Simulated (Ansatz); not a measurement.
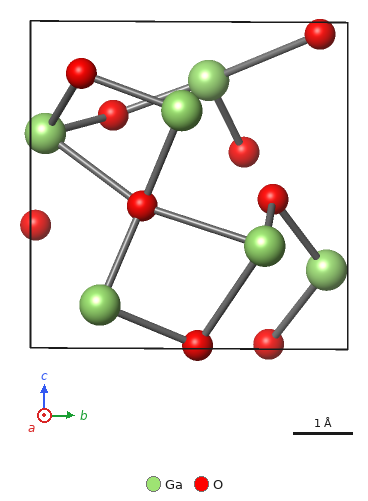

Starting frame of a dynamics run of an amorphous cell of composition Ga2O3 (15 atoms in the cell). It starts from the last geometry of an earlier run, with fresh velocities. Style: ball-and-stick. Shown: the simulation cell, along the a axis. Bonds to atoms that aren't drawn are left out.

Computed with Ansatz 0.2.0, DFT PBE, scalar-relativistic, plane waves, PAW.

The input:
```yaml
crystal:
  lattice:
    - [5.474258, -0.037845, -0.014794]
    - [-0.037845, 5.458001, -0.014321]
    - [-0.014794, -0.014321, 5.623118]
  atoms:
    - { symbol: Ga, position: [0.9733425379, 0.4729541865, 0.7240407721] }
    - { symbol: Ga, position: [0.9591870766, 0.7343540261, 0.3105355746] }
    - { symbol: Ga, position: [0.4649028207, 0.9290143895, 0.2384730415] }
    - { symbol: Ga, position: [0.6497117603, 0.0428527342, 0.6519480085] }
    - { symbol: Ga, position: [0.4314729951, 0.5574198531, 0.816696532] }
    - { symbol: Ga, position: [0.9019649067, 0.2148274437, 0.1280765367] }
    - { symbol: O, position: [0.6064900739, 0.9085542122, 0.9596957705] }
    - { symbol: O, position: [0.9301949622, 0.1564019855, 0.8361826054] }
    - { symbol: O, position: [0.4075984538, 0.2567393388, 0.708862869] }
    - { symbol: O, position: [0.6745870138, 0.7602765465, 0.4541184871] }
    - { symbol: O, position: [0.1845859919, 0.6689699198, 0.5979561583] }
    - { symbol: O, position: [0.7752687767, 0.522483861, 0.0061007294] }
    - { symbol: O, position: [0.8141584066, 0.3482228355, 0.4319682782] }
    - { symbol: O, position: [0.1908589486, 0.7466177912, 0.0108994618] }
    - { symbol: O, position: [0.1206607345, 0.012152129, 0.3713286596] }
  symmetry: { detect: false }
basis:
  ecutwfc: 420
  xc_grid: 1
kpoints:
  mp_grid: { grid: [1, 1, 1], shift: [0.0, 0.0, 0.0] }
hamiltonian:
  xc: pbe
scf:
  occupations: { method: fermi_dirac, width: 0.1861 }
  lower_state_search: "off"
  convergence: { dr2_threshold: 1.0e-05 }
output:
  forces: true
  stress: true
md:
  timestep: 2.0
  n_steps: 250
  ensemble: nvt_langevin
  friction: 0.03
  temperature: 2160.0
  initial_velocities: maxwell_boltzmann
  seed: 62853
```

Command:
```bash
ansatz run input.yaml --threads 2 --pin off --max-ram 5120MiB --backend cpu --events-out ev --progress --plain --runs-dir out
```

What does the trajectory do?

The mean temperature in the second half is 2210 K (standard deviation 404 K). The potential energy in the second half lies on average 347 meV per atom below the first frame. The mean pressure there is 16.9 GPa. Root-mean-square distances from the starting positions over the second half, with the common drift of all atoms taken out: Ga 0.89 Å, O 0.85 Å. That is a large part of the typical shortest distance between atoms in the first frame, about 1.8 Å and still growing: the atoms leave their places as in a liquid.

Along the run (each row but the first and the last is the mean over the interval that it begins):

| time (fs) | potential energy (meV/atom) | T (K) | p (GPa) |
| --- | --- | --- | --- |
| 0.0 | 0.0 | 2016 | 23.7 |
| 82.0 | -265.9 | 2473 | 15.1 |
| 164.0 | -293.5 | 2002 | 12.2 |
| 246.0 | -322.6 | 2252 | 13.3 |
| 328.0 | -349.5 | 2118 | 19.4 |
| 410.0 | -369.7 | 2231 | 17.9 |
| 492.0 | -336.2 | 2741 | 18.3 |

The paths of the atoms:

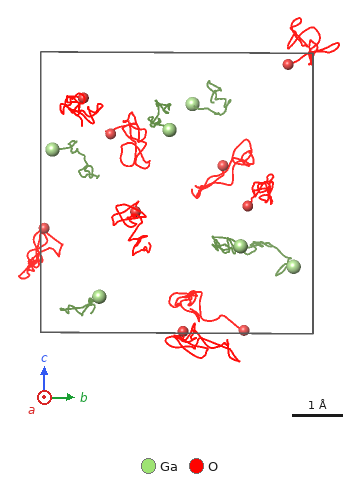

Limits of the set-up: the periodic images lie only 5.5 Å apart, so the values are limited by the cell's size.
